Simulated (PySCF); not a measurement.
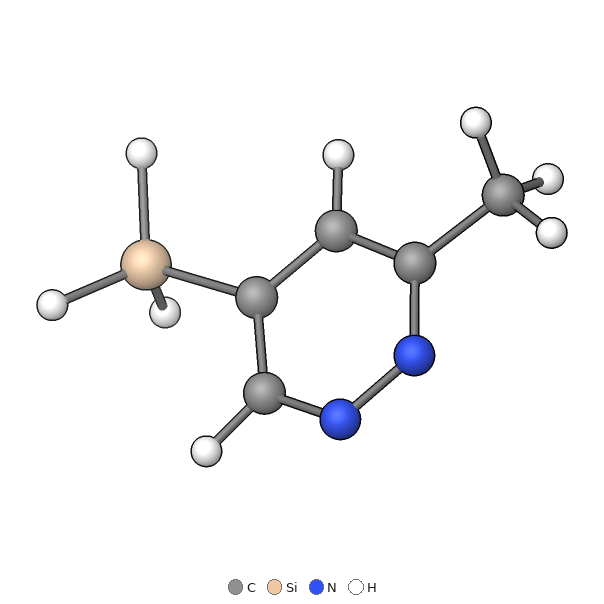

The computed structure is the end point of a GFN2-xTB optimisation. No frequency run is at hand to confirm it as a minimum.

Draw it as a skeletal formula.

SMILES: Cc1cc([SiH3])cnn1

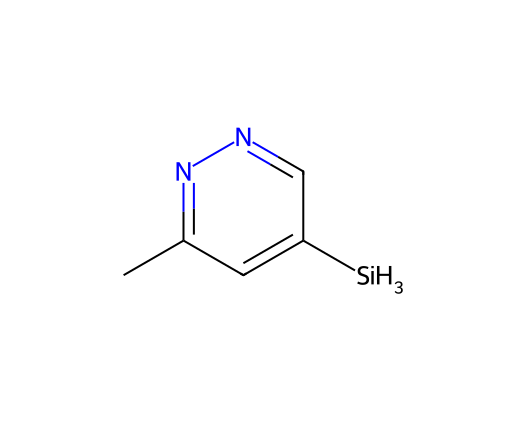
